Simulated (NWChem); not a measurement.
# C2H6 (SMILES CC): levels of theory compared

Wanted: a comparison of 6 runs (PBE/6-31G, PBE/6-31G**, PBE/STO-3G, PBE/3-21G, PBE/6-31G*, PBE/6-311G**) of C2H6. 

Program for the calculation: NWChem 7.3.0.

## 1. Starting point

C2H6 has 8 atoms, charge 0, and is taken as a singlet. As SMILES, `CC`. Geometry: relaxed at PBE0-D4/def2-TZVP.

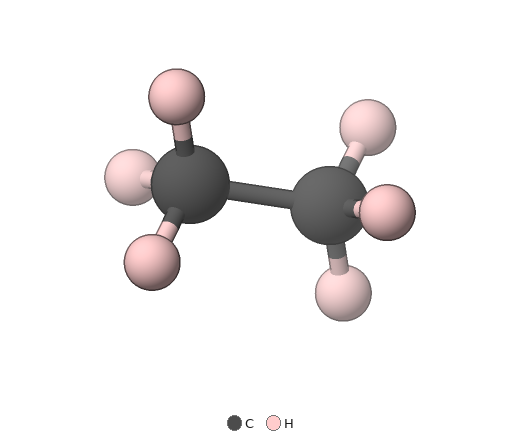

Viewed from a chosen angle; carbon dark grey, hydrogen pink.

## 2. NMR shieldings at PBE/6-31G (run 1)

mymol.xyz

```xyz
8

C     -0.326800     0.132200    -0.672500
C      0.326800    -0.132200     0.672500
H      0.070500    -0.529600    -1.445900
H     -1.407100    -0.025700    -0.629000
H     -0.158600     1.160200    -1.002400
H     -0.070400     0.529600     1.445900
H      1.407100     0.025600     0.628900
H      0.158500    -1.160100     1.002500
```

mymol.nw

```
start mymol
memory 2200 mb
charge 0

geometry units angstrom noautosym nocenter noautoz
 load mymol.xyz
end

basis "ao basis" spherical bse
 * library 6-31G
end

dft
 xc xpbe96 cpbe96
 grid fine
 convergence energy 1e-08
 maxiter 100
 mulliken
 print low
end

property
 shielding
end

task dft property
```

Run with:

```bash
$ nwchem mymol.nw > mymol.out
```

The log of the run:

```text
[...]
 d= 0,ls=0.0,diis     1    -79.6680344684 -1.22D+02  1.05D-02  1.53D-01     1.1
[...]
 d= 0,ls=0.0,diis     6    -79.6836857333 -9.91D-09  4.06D-07  9.81D-11     4.5
         Total DFT energy =      -79.683685733274
      One electron energy =     -189.466149866730
           Coulomb energy =       80.421792911179
    Exchange-Corr. energy =      -12.967861356732
 Nuclear repulsion energy =       42.328532579008
[...]
      Total Density - Mulliken Population Analysis
     ---------------------------------------------
    Atom       Charge   Shell Charges
 -----------   ------   -------------------------------------------------------
    1 C    6     6.46   2.00  0.67  2.14  0.67  0.99
    2 C    6     6.46   2.00  0.67  2.14  0.67  0.99
    3 H    1     0.85   0.53  0.32
    4 H    1     0.85   0.53  0.32
    5 H    1     0.85   0.53  0.32
    6 H    1     0.85   0.53  0.32
    7 H    1     0.85   0.53  0.32
    8 H    1     0.85   0.53  0.32
[...]
           isotropic =     187.0742
[...]
           isotropic =     187.0796
[...]
           isotropic =      31.6980
[...]
           isotropic =      31.6985
[...]
           isotropic =      31.6989
[...]
           isotropic =      31.6994
[...]
```

It took 12 s on 1 thread of AMD EPYC, shared host; peak memory 0.11 GiB.

## 3. NMR shieldings at PBE/6-31G(d,p) (spherical functions) (run 2)

c2h6.nw

```
start c2h6
title "C2H6 PBE"
memory stack 880 mb heap 220 mb global 1100 mb

geometry noautosym nocenter noautoz
   C       -0.326800       0.132200      -0.672500
   C        0.326800      -0.132200       0.672500
   H        0.070500      -0.529600      -1.445900
   H       -1.407100      -0.025700      -0.629000
   H       -0.158600       1.160200      -1.002400
   H       -0.070400       0.529600       1.445900
   H        1.407100       0.025600       0.628900
   H        0.158500      -1.160100       1.002500
end

basis spherical bse
   * library 6-31G**
end

dft
   xc xpbe96 cpbe96
   mult 1
   grid fine
   convergence energy 1e-08
   maxiter 100
   mulliken
   print low
end

property
   shielding
end

task dft property
```

Run with:

```bash
$ nwchem c2h6.nw > c2h6.out
```

The log of the run:

```text
[...]
 d= 0,ls=0.0,diis     1    -79.6887704409 -1.22D+02  5.32D-03  1.70D-01     1.7
[...]
 d= 0,ls=0.0,diis     7    -79.7045668263 -1.80D-10  3.27D-08  2.56D-12     9.4
         Total DFT energy =      -79.704566826299
      One electron energy =     -189.523787601515
           Coulomb energy =       80.465894318431
    Exchange-Corr. energy =      -12.975206122223
 Nuclear repulsion energy =       42.328532579008
[...]
      Total Density - Mulliken Population Analysis
     ---------------------------------------------
    Atom       Charge   Shell Charges
 -----------   ------   -------------------------------------------------------
    1 C    6     6.36   2.00  0.66  2.12  0.60  0.96  0.03
    2 C    6     6.36   2.00  0.66  2.12  0.60  0.96  0.03
    3 H    1     0.88   0.53  0.34  0.01
    4 H    1     0.88   0.53  0.34  0.01
    5 H    1     0.88   0.53  0.34  0.01
    6 H    1     0.88   0.53  0.34  0.01
    7 H    1     0.88   0.53  0.34  0.01
    8 H    1     0.88   0.53  0.34  0.01
[...]
           isotropic =     184.3121
[...]
           isotropic =     184.3177
[...]
           isotropic =      30.7528
[...]
           isotropic =      30.7533
[...]
           isotropic =      30.7537
[...]
           isotropic =      30.7541
[...]
```

Wall time 25 s (1 thread of AMD EPYC, shared host); peak memory 0.11 GiB.

Runs 3 to 5 aren't shown in full; the table further down has their settings and results.

## 4. NMR shieldings at PBE/6-311G(d,p) (run 6)

test.nw

```
start test
title "C2H6"
memory total 2200 mb
charge 0

geometry units angstrom noautosym nocenter noautoz
C    -0.326800    0.132200   -0.672500
C     0.326800   -0.132200    0.672500
H     0.070500   -0.529600   -1.445900
H    -1.407100   -0.025700   -0.629000
H    -0.158600    1.160200   -1.002400
H    -0.070400    0.529600    1.445900
H     1.407100    0.025600    0.628900
H     0.158500   -1.160100    1.002500
end

basis spherical bse
C library 6-311G**
H library 6-311G**
end

dft
xc xpbe96 cpbe96
grid fine
convergence energy 1e-08
iterations 100
mulliken
noprint "final vectors analysis"
end

property
shielding
end

task dft property
```

Run with:

```bash
$ nwchem test.nw > test.out
```

The log of the run:

```text
[...]
          Wavefunction type:  closed shell.
          No. of atoms     :     8
          No. of electrons :    18
[...]
          Charge           :     0
          Spin multiplicity:     1
[...]
          AO basis - number of functions:    72
[...]
              XC Information
              --------------
          PerdewBurkeErnzerhof Exchange Functional  1.000
            Perdew 1991 LDA Correlation Functional  1.000 local
           PerdewBurkeErnz. Correlation Functional  1.000 non-local
[...]
 d= 0,ls=0.0,diis     1    -79.7046426433 -1.22D+02  3.60D-03  2.79D-01     2.4
[...]
 d= 0,ls=0.0,diis     7    -79.7234185694 -1.32D-09  8.50D-08  8.24D-11    13.2
         Total DFT energy =      -79.723418569416
      One electron energy =     -189.506412650007
           Coulomb energy =       80.427388653998
    Exchange-Corr. energy =      -12.972927152415
 Nuclear repulsion energy =       42.328532579008
[...]
      Total Density - Mulliken Population Analysis
     ---------------------------------------------
    Atom       Charge   Shell Charges
 -----------   ------   -------------------------------------------------------
    1 C    6     6.36   1.10  0.88  0.65  0.75  1.54  0.48  0.91  0.04
    2 C    6     6.36   1.10  0.88  0.65  0.75  1.54  0.48  0.91  0.04
    3 H    1     0.88   0.28  0.46  0.12  0.02
    4 H    1     0.88   0.28  0.46  0.12  0.02
    5 H    1     0.88   0.28  0.46  0.12  0.02
    6 H    1     0.88   0.28  0.46  0.12  0.02
    7 H    1     0.88   0.28  0.46  0.12  0.02
    8 H    1     0.88   0.28  0.46  0.12  0.02
[...]
           isotropic =     176.6891
[...]
           isotropic =     176.6947
[...]
           isotropic =      30.9017
[...]
           isotropic =      30.9023
[...]
           isotropic =      30.9026
[...]
           isotropic =      30.9031
[...]
```

Run time: 40 s. Hardware: 1 thread of AMD EPYC, shared host; peak memory 0.11 GiB.

## 5. All runs side by side

```csv
run,level,energy (Eh),isotropic shielding of C1 (ppm),isotropic shielding of H3 (ppm),wall time
1,PBE/6-31G,-79.683686,187.1,31.7,12 s
2,PBE/6-31G** (spherical functions),-79.704567,184.3,30.8,25 s
3,PBE/STO-3G,-78.756933,214.7,32.1,7.2 s
4,PBE/3-21G,-79.269772,194.5,31.9,10 s
5,PBE/6-31G* (spherical functions),-79.696518,182.5,31.2,16 s
6,PBE/6-311G**,-79.723419,176.7,30.9,40 s
```

## 6. Outcome

| quantity | value |
| --- | --- |
| run 6: total energy | -79.72342 Eh |
| run 6: dipole moment | 0.00 D |
| run 6: isotropic shielding of C1 | 176.7 ppm |
| run 6: isotropic shielding of H3 | 30.9 ppm |

In run 3 the basis is minimal, so the values are rough. All runs together took 1.9 min, the longest 40 s.
